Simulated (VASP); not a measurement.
## Driving VASP from ASE on LaAgSb2

Do ASE scripts that read LaAgSb2 from different structure formats give one answer, and do several routes find one equilibrium volume? All runs use LDA. Left out of this account: 1 further run (self-consistent run: a reference on another mesh). The start is a computed cell from the Materials Project.

Program: VASP 6.6.1. Level of theory: LDA; plane waves and PAW (La, Ag, Sb). Results are calculated unless marked as measured.

## 1. Starting point

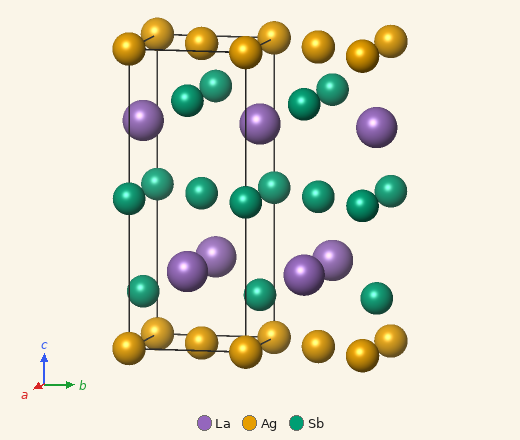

Start, viewed slightly off an axis; lanthanum purple, silver orange, antimony teal. 1×2×1 cells are drawn. Some periodic images of atoms are drawn too.

## 2. Total energy, forces and stress (LDA, through ASE)

A single point through ASE, with the structure read from an extended xyz file.

The input, run.py:

```python
import numpy as np
from ase.calculators.vasp import Vasp
from ase.io import read
from ase.dft.bandgap import bandgap

atoms = read('LaAgSb2.xyz')

calc = Vasp(
    xc='lda',
    pp='LDA',
    prec='Accurate',
    encut=400,
    ediff=1e-06,
    nelm=100,
    ismear=-1,
    sigma=0.05,
    lreal=False,
    algo='Normal',
    nbands=40,
    lasph=True,
    lorbit=11,
    lwave=False,
    lcharg=False,
    kpar=8,
    isif=2,
    pp_version='64',
    setups={'La': '', 'Ag': '', 'Sb': ''},
    kpts=(7, 7, 3),
    gamma=True,
    txt='vasp.out',
)
atoms.calc = calc

print("energy (eV):", round(atoms.get_potential_energy(), 6))
print("Fermi level (eV):", round(calc.get_fermi_level(), 4))
print("forces (eV/A):")
print(np.round(atoms.get_forces(), 4))
print("stress (GPa, Voigt, tension positive):", np.round(atoms.get_stress() * 160.21766, 3))
gap, p1, p2 = bandgap(calc, direct=False)
print("gap on the mesh (eV):", round(gap, 4))
```

The input, LaAgSb2.xyz:

```xyz
8
Lattice="4.4034617500 0.0000000000 0.0000000000 0.0000000000 4.4034617500 0.0000000000 0.0000000000 0.0000000000 11.0668197600" Properties=species:S:1:pos:R:3 pbc="T T T"
La     0.0000000000      2.2017308750      2.9104961291
La     2.2017308750      0.0000000000      8.1563236309
Ag     0.0000000000      0.0000000000      0.0000000000
Ag     2.2017308750      2.2017308750      0.0000000000
Sb     0.0000000000      2.2017308750      9.2221176919
Sb     2.2017308750      0.0000000000      1.8447020681
Sb     0.0000000000      0.0000000000      5.5334098800
Sb     2.2017308750      2.2017308750      5.5334098800
```

The projector-augmented-wave data sets are La, Ag and Sb (LDA family, release 64).

Started as:

```console
$ export ASE_VASP_COMMAND="mpirun -np 8 vasp_std"
$ python run.py
```

The log of the run:

```text
energy (eV): -43.975855
Fermi level (eV): 7.6947
forces (eV/A):
[[-0.      0.     -0.1151]
 [ 0.      0.      0.1151]
 [ 0.      0.      0.    ]
 [ 0.     -0.      0.    ]
 [ 0.      0.      0.1624]
 [ 0.     -0.     -0.1624]
 [ 0.     -0.      0.    ]
 [ 0.      0.      0.    ]]
stress (GPa, Voigt, tension positive): [ 4.511  4.511  5.298 -0.     0.    -0.   ]
gap on the mesh (eV): 0.0
```

Run time: 21 s. Hardware: 8 MPI ranks of Intel Xeon 6975P-C (Granite Rapids), shared host; peak memory 2.3 GiB.

Lines that name or quote the potential files are left out of all logs, and their timing lines are given in words.

The INCAR that ASE wrote:

```
ENCUT = 400.000000
SIGMA = 0.050000
EDIFF = 1.00e-06
ALGO = Normal
PREC = Accurate
ISIF = 2
ISMEAR = -1
KPAR = 8
LORBIT = 11
NBANDS = 40
NELM = 100
LASPH = .TRUE.
LCHARG = .FALSE.
LWAVE = .FALSE.
LREAL = .FALSE.
```

ASE turned this into the KPOINTS:

```
KPOINTS created by Atomic Simulation Environment
0
Gamma
7 7 3
0 0 0
```

VASP's own log, vasp.out:

```text
[banner, memory and clock lines left out]
running    8 mpi-ranks, on    1 nodes
 distrk:  each k-point on    1 cores,    8 groups
 distr:  one band on    1 cores,    1 groups

 POSCAR found type information on POSCAR LaAgSb
 POSCAR found :  3 types and       8 ions
|                                                                             |
|           W    W    AA    RRRRR   N    N  II  N    N   GGGG   !!!           |
|           W    W   A  A   R    R  NN   N  II  NN   N  G    G  !!!           |
|           W    W  A    A  R    R  N N  N  II  N N  N  G       !!!           |
|           W WW W  AAAAAA  RRRRR   N  N N  II  N  N N  G  GGG   !            |
|           WW  WW  A    A  R   R   N   NN  II  N   NN  G    G                |
|           W    W  A    A  R    R  N    N  II  N    N   GGGG   !!!           |
|                                                                             |
|     For optimal performance we recommend to set                             |
|       NCORE = 2 up to number-of-cores-per-socket                            |
|     NCORE specifies how many cores store one orbital (NPAR=cpu/NCORE).      |
|     This setting can greatly improve the performance of VASP for DFT.       |
|     The default, NCORE=1 might be grossly inefficient on modern             |
|     multi-core architectures or massively parallel machines. Do your        |
|     Unfortunately you need to use the default for GW and RPA                |
|     calculations (for HF NCORE is supported but not extensively tested      |
|     yet).                                                                   |
|                                                                             |

 LDA part: xc-table for (Slater(with rela. corr.)+CA(PZ))
 , standard interpolation
 POSCAR, INCAR and KPOINTS ok, starting setup
 FFT: planning ... GRIDC
 FFT: planning ... GRID_SOFT
 FFT: planning ... GRID
 WAVECAR not read
 entering main loop
       N       E                     dE             d eps       ncg     rms          rms(c)
DAV:   1     0.548065110977E+03    0.54807E+03   -0.19804E+04  1600   0.155E+03
DAV:   2     0.824356138087E+02   -0.46563E+03   -0.42997E+03  1944   0.324E+02
DAV:   3    -0.233027083613E+02   -0.10574E+03   -0.10053E+03  2296   0.160E+02
DAV:   4    -0.439303626053E+02   -0.20628E+02   -0.19205E+02  3024   0.648E+01
DAV:   5    -0.457307393974E+02   -0.18004E+01   -0.17731E+01  2808   0.204E+01    0.104E+01
DAV:   6    -0.440442582667E+02    0.16865E+01   -0.23963E+01  2792   0.349E+01    0.889E+00
DAV:   7    -0.440505095148E+02   -0.62512E-02   -0.33641E+00  2584   0.128E+01    0.491E+00
DAV:   8    -0.440007667629E+02    0.49743E-01   -0.74261E-01  2744   0.516E+00    0.162E+00
DAV:   9    -0.439867501251E+02    0.14017E-01   -0.88699E-02  2600   0.223E+00    0.248E-01
DAV:  10    -0.439862591524E+02    0.49097E-03   -0.15007E-02  2912   0.744E-01    0.132E-01
DAV:  11    -0.439863210802E+02   -0.61928E-04   -0.10115E-03  2568   0.178E-01    0.432E-02
DAV:  12    -0.439863259138E+02   -0.48336E-05   -0.22336E-04  2840   0.100E-01    0.161E-02
DAV:  13    -0.439863275932E+02   -0.16794E-05   -0.22633E-05  2432   0.260E-02    0.571E-03
DAV:  14    -0.439863276020E+02   -0.87939E-08   -0.26282E-06  1576   0.121E-02
   1 F= -.43986328E+02 E0= -.43975855E+02  d E =-.209455E-01
```

From OUTCAR (step 2):

```text
ion  position               nearest neighbor table
   1  0.000  0.500  0.263-   6 3.29   6 3.29   6 3.29   6 3.29   7 3.42   8 3.42   8 3.42   7 3.42

  LATTYP: Found a simple tetragonal cell.
 ALAT       =     4.4034617500
 C/A-ratio  =     2.5132090133

 Subroutine GETGRP returns: Found 16 space group operations
 (whereof  8 operations were pure point group operations)

The static configuration has the point symmetry D_2d.
 The point group associated with its full space group is D_4h.

 Found     20 irreducible k-points:

   k-points           NKPTS =     20   k-points in BZ     NKDIM =     20   number of bands    NBANDS=     40

   dimension x,y,z NGX =    30 NGY =   30 NGZ =   72
   dimension x,y,z NGXF=    60 NGYF=   60 NGZF=  144

   ENCUT  =  400.0 eV  29.40 Ry    5.42 a.u.   7.18  7.18 18.05*2*pi/ulx,y,z

   NELECT =      64.0000    total number of electrons

 k-points in reciprocal lattice and weights: KPOINTS created by Atomic Simulation Env
   0.00000000  0.00000000  0.00000000       0.007
   0.14285714  0.00000000  0.00000000       0.027
   0.28571429  0.00000000  0.00000000       0.027
   0.42857143  0.00000000  0.00000000       0.027
   0.14285714  0.14285714  0.00000000       0.027
   0.28571429  0.14285714  0.00000000       0.054
   0.42857143  0.14285714  0.00000000       0.054
   0.28571429  0.28571429  0.00000000       0.027
   0.42857143  0.28571429  0.00000000       0.054
[...]
0.42857143  0.28571429  0.33333333       0.109
   0.42857143  0.42857143  0.33333333       0.054

 average (electrostatic) potential at core
       1 -96.2818       2 -96.2818       3 -71.6357       4 -71.6357       5 -85.0969
       6 -85.0969       7 -85.4025       8 -85.4025

 E-fermi :   7.6947

 k-point     1 :       0.0000    0.0000    0.0000
  band No.  band energies     occupation
    ...
     26       4.9174      2.00000
     27       6.5668      2.00000
     28       6.5668      2.00000
     29       6.7623      2.00000
     30       6.9930      2.00000
     31       8.1115      0.00048
     32       8.1115      0.00048
     33       8.1276      0.00035
     34       9.0872      0.00000
     35       9.3500      0.00000
    ...

 k-point     2 :       0.1429    0.0000    0.0000
  band No.  band energies     occupation
    ...
     27       6.0391      2.00000
     28       6.5870      2.00000
     29       6.6316      2.00000
     30       7.2493      1.99973
     31       7.5637      1.86437
     32       7.8199      0.15117
     33       8.5651      0.00000
     34       9.0682      0.00000
     35       9.3976      0.00000
     36       9.4477      0.00000
    ...

 k-point     3 :       0.2857    0.0000    0.0000
  band No.  band energies     occupation
    ...
     28       6.1412      2.00000
     29       6.6965      2.00000
     30       7.0087      2.00000
     31       7.2603      1.99966
     32       7.5487      1.89781
     33       8.7910      0.00000
     34       8.8719      0.00000
     35       8.9951      0.00000
     36       9.2245      0.00000
     37       9.2679      0.00000
    ...

  Total       -6.0422065     -6.0422065     -7.0959449      0.0000000      0.0000000     -0.0000000
  in kB      -45.1122879    -45.1122879    -52.9797033      0.0000000      0.0000000     -0.0000000
  external PRESSURE =     -47.7347597 kB  Pullay stress =       0.0000000 kB

  energy-cutoff  :      400.00
  volume of cell :      214.59
      direct lattice vectors                 reciprocal lattice vectors
     4.403461750  0.000000000  0.000000000     0.227094058  0.000000000  0.000000000
     0.000000000  4.403461750  0.000000000     0.000000000  0.227094058  0.000000000
     0.000000000  0.000000000 11.066819760     0.000000000  0.000000000  0.090360196

 POSITION                                       TOTAL-FORCE (eV/Angst)
 -----------------------------------------------------------------------------------
      0.00000      2.20173      2.91050        -0.000000      0.000000     -0.115126
      2.20173      0.00000      8.15632         0.000000      0.000000      0.115126
      0.00000      0.00000      0.00000         0.000000      0.000000      0.000000
      2.20173      2.20173      0.00000         0.000000     -0.000000      0.000000
      0.00000      2.20173      9.22212         0.000000      0.000000      0.162399
      2.20173      0.00000      1.84470         0.000000     -0.000000     -0.162399
      0.00000      0.00000      5.53341         0.000000     -0.000000      0.000000
      2.20173      2.20173      5.53341         0.000000      0.000000      0.000000
 -----------------------------------------------------------------------------------
    total drift:                                0.000000      0.000000      0.000000

  FREE ENERGIE OF THE ION-ELECTRON SYSTEM (eV)
  ---------------------------------------------------
  free  energy   TOTEN  =       -43.9863276020 eV

  energy  without entropy=      -43.9653821429  energy(sigma->0) =      -43.97585487

 total charge
# of ion       s       p       d       f       tot
--------------------------------------------------
    1        2.022   5.627   0.714   0.150   8.513
    2        2.022   5.627   0.714   0.150   8.513
    3        0.398   0.327   9.143   0.000   9.868
    4        0.398   0.327   9.143   0.000   9.868
    5        1.133   1.338   0.029   0.000   2.500
    6        1.133   1.338   0.029   0.000   2.500
    7        1.184   1.230   0.032   0.000   2.446
    8        1.184   1.230   0.032   0.000   2.446
--------------------------------------------------
tot          9.474  17.045  19.835   0.300  46.654

[... 3 further parts left out ...]
```

The k-mesh is coarse for a metal. At this level the cell is under a tension of 4.8 GPa, so at these settings it is away from equilibrium.

This step gave:

| Quantity | Value |
| --- | --- |
| SCF cycles | 14 |
| electrons | 64 |
| bands | 40 |
| irreducible k-points | 20 |
| symmetry operations | 16 |
| free energy (TOTEN) | -43.99 eV |
| energy at zero smearing | -43.98 eV |
| Fermi energy | 7.695 eV |
| pressure | -4.773 GPa |
| metallic | yes |

Force by atom:

| atom | x (eV/Å) | y (eV/Å) | z (eV/Å) | size |
| --- | --- | --- | --- | --- |
| La1 | 0.000 | 0.000 | -0.115 | 0.115 |
| La2 | 0.000 | 0.000 | 0.115 | 0.115 |
| Ag3 | 0.000 | 0.000 | 0.000 | 0.000 |
| Ag4 | 0.000 | 0.000 | 0.000 | 0.000 |
| Sb5 | 0.000 | 0.000 | 0.162 | 0.162 |
| Sb6 | 0.000 | 0.000 | -0.162 | 0.162 |
| Sb7 | 0.000 | 0.000 | 0.000 | 0.000 |
| Sb8 | 0.000 | 0.000 | 0.000 | 0.000 |

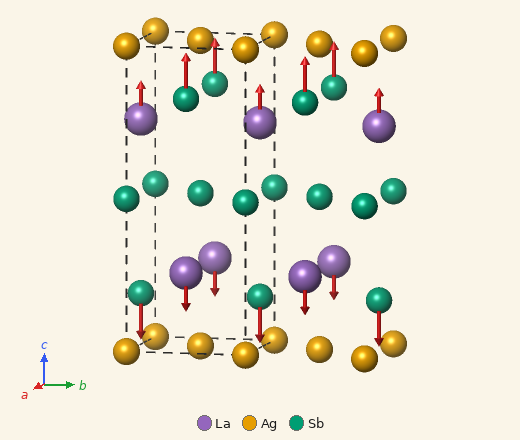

Force as arrows, the longest 0.162 eV/Å. 1×2×1 cells are drawn. Some periodic images of atoms are drawn too.

The pressure is -4.77 GPa and the largest force 0.162 eV/Å, so the cell is not at a minimum at these settings.

[end of part 1 of 4]

[Lines on the potential files, build, host, timing and source positions are cut from VASP's logs without a mark.]

[Logs are printed without paths, hosts, clocks, repeated set-up lines and the standing remarks that a program may print on its own settings, such as how far it seeks lower states.]

[Hosts, paths, dates, database ids (printed as entryN), source tags and the programs' standing remarks are cut or masked in the printed files.]

[A measured line is paired with the nearest computed mode of its activity, which favours agreement.]
